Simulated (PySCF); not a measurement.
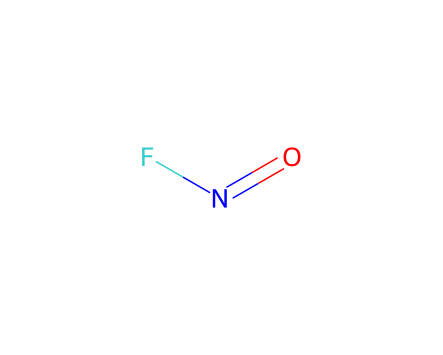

Write the SMILES.

O=NF

Give the formula, hydrogens included.

NOF.

An optimisation with GFN2-xTB gave a structure of which point group?

Cs.

More results for the same structure follow; atom numbers are the same in all pictures, views and colours differ. The computed structure is the end point of a GFN2-xTB optimisation. No frequency run is at hand to confirm it as a minimum.

### Geometry

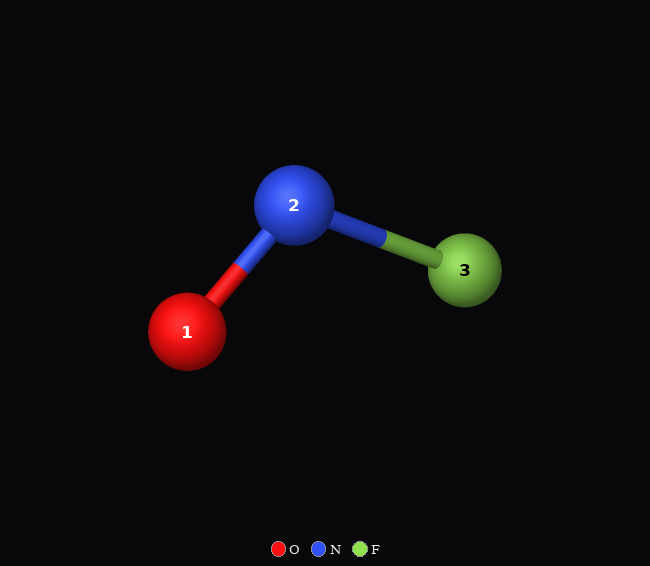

No frequency run is at hand to confirm it as a minimum.

Give the bond lengths.

```csv
bond,length (Å),order
O1–N2,1.139,double
N2–F3,1.492,single
```

### Electronic properties

No frequency run is at hand to confirm it as a minimum. Level of theory: ωB97X-D/def2-SVPD, gas phase (PySCF 2.14.0). Excitations: vertical, linear response.

Give the HOMO energy (Kohn–Sham orbital) at this level.

−11.97 eV.

What is the mean static polarisability?

16.5 bohr³.

Give the LUMO energy (Kohn–Sham orbital) at this level.

−1.69 eV.

Give the brightest of the 8 lowest singlets at this level.

9.55 eV.

### Core levels

No frequency run is at hand to confirm it as a minimum. Method: delta-SCF UKS SCAN, pcX-2 on the ionised atom, pcseg-1 elsewhere, spin-free X2C (PySCF 2.14.0).

Give the core-electron binding energies (to vacuum) of O1 1s, N2 1s, F3 1s.

```
atom  level  binding energy (eV)
  O1     1s                543.3
  N2     1s                413.0
  F3     1s                692.2
```

### Dipole moment

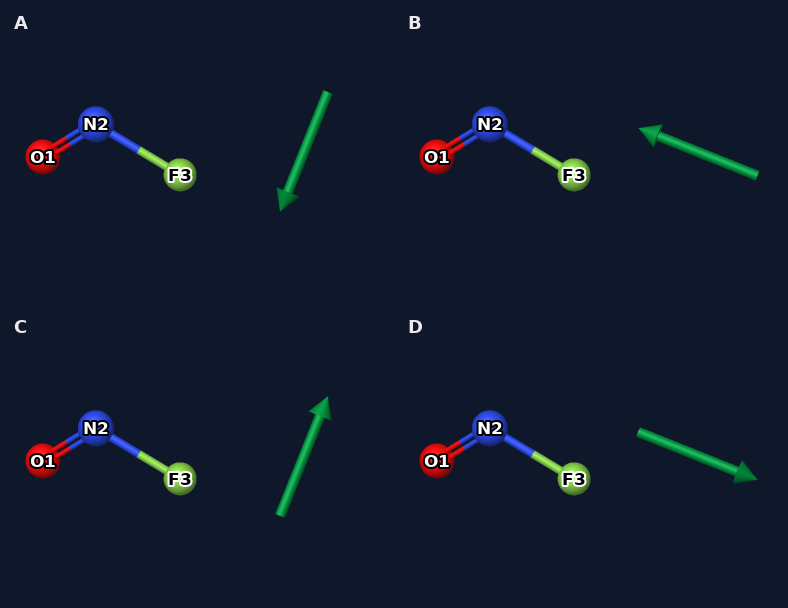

The same molecule four times, each with an arrow. No frequency run is at hand to confirm it as a minimum. Properties computed with ωB97X-D/def2-SVPD, gas phase (PySCF 2.14.0).

Which arrow points along the dipole moment, from the negative to the positive end?

B. The dipole moment is 1.44 D; it points from the side of F3 to the side of O1 (the outermost atoms at the two ends).
